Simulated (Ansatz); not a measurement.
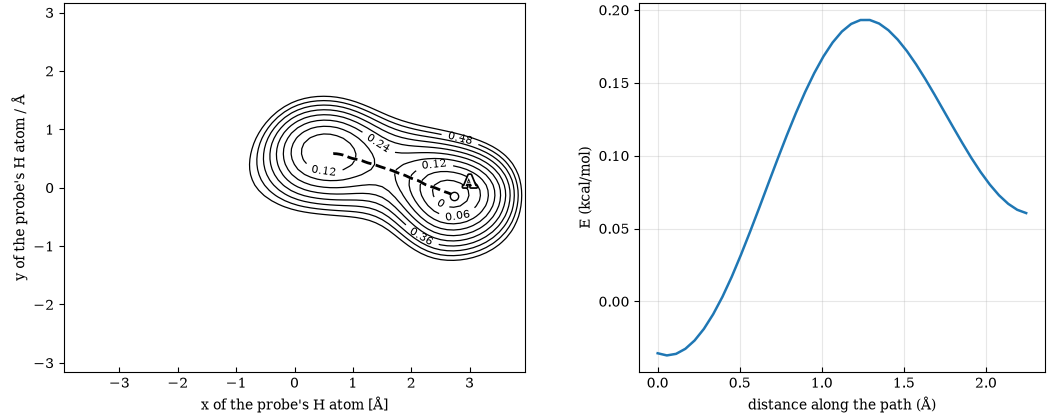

C₂H₄OSi (SMILES O=C=C[SiH3]) with the probe HF. The probe is moved over a plane parallel to the molecule's main plane, 3.31 Å above it. The first coordinate is: x of the probe's H atom; the second: y of the probe's H atom. Nothing is relaxed (molecule and probe rigid, the probe upright with H nearest the plane). The grid has 11 × 9 points. Points are written as (first, second). Energies are in kcal/mol, from the lowest grid point. Method: Ansatz, RKS PBE0-D4/def2-SVPD.

Drawn: contour lines labelled in kcal/mol (none above 0.54), a line along the lowest path, the energy along the path at the right, the start A. Between grid points the surface is interpolated.

### Describe the path and its barrier.

The easiest path leads from the well at about (2.73 Å, −0.13 Å) to the well at about (0.61 Å, 0.58 Å), about 0.096 kcal/mol higher. Its highest point lies about 0.23 kcal/mol above the bottom of the first well on the interpolated surface, at about (1.53 Å, 0.34 Å). Seen from the upper well the barrier is about 0.13 kcal/mol. This is the barrier on the constrained surface; relaxing the other coordinates would change it.
